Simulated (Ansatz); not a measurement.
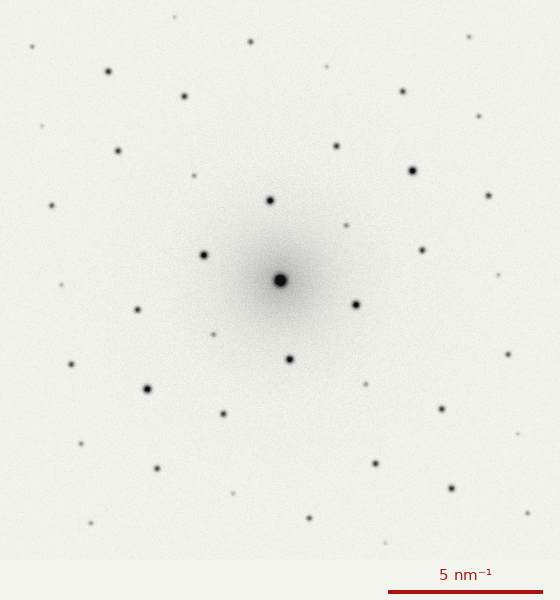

Kinematic zone-axis pattern, calculated for 80 keV electrons with B = 0.5 Å².

**What net do the spots form, and what spacings does it show?**

The spots form a centred rectangular net with both shortest vectors at d = 3.83 Å, 64.9° apart.

**What is the point symmetry of the pattern, intensities included?**

2mm.

**Which crystal and zone produced it?**

This cannot be fixed from one zone alone; the pattern is [101] of Br, space group Cmce (No. 64), a = 12.01 Å, b = 4.54 Å, c = 8.89 Å. The net vectors are 1 1 -1 and -1 1 1. Structure: the input geometry of an electronic-structure calculation (not necessarily at equilibrium).
